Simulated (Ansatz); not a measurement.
# O2Si: the cost of one run

Method: the levels named in each step, in Ansatz 0.2.0.

## 1. The starting structure

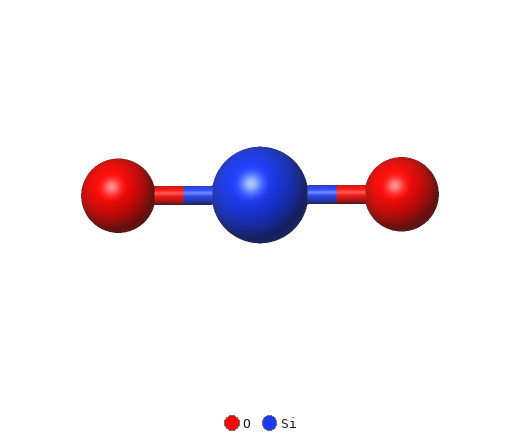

The starting structure, seen from a chosen angle (oxygen red, silicon blue).

As a file:

```xyz
3

O     0.0000    0.0000   -1.4911
Si    0.0000    0.0000    0.0000
O     0.0000    0.0000    1.4911
```

## 2. A rough first relaxation, PBE-D4/def2-SVP

This run stands in another session on the same molecule. It ended at:

```xyz
3

O     0.0000    0.0000   -1.5405
Si    0.0000    0.0000    0.0000
O     0.0000    0.0000    1.5405
```

## 3. Relaxation, PBE0-D4/def2-TZVPP

This run stands in another session on the same molecule. It ended at:

```xyz
3

O     0.0000    0.0000   -1.5058
Si    0.0000    0.0000    0.0000
O     0.0000    0.0000    1.5058
```

## 4. Relaxation, CCSD(T)/cc-pV(T+d)Z

input.yaml

```yaml
crystal:
  periodic: [false, false, false]
  atoms:
    - { symbol: O, position_ang: [0.0, 0.0, -1.50582882] }
    - { symbol: Si, position_ang: [0.0, 0.0, 1.0e-08] }
    - { symbol: O, position_ang: [0.0, 0.0, 1.50582882] }
basis:
  gaussian: { orbitals: "cc-pV(T+d)Z.json" }
correlation:
  method: ccsd_t
relax:
  f_tol: 0.002
  max_steps: 40
```

The run is started by

```sh
> ansatz run input.yaml --threads 4 --pin off --max-ram 10240MiB --backend cpu --events-out ev --progress --plain --runs-dir out
```

Q: Estimate wall time and peak memory on 4 threads of Arm Neoverse V1, shared host.

About 35 s, with a peak of 0.55 GiB.
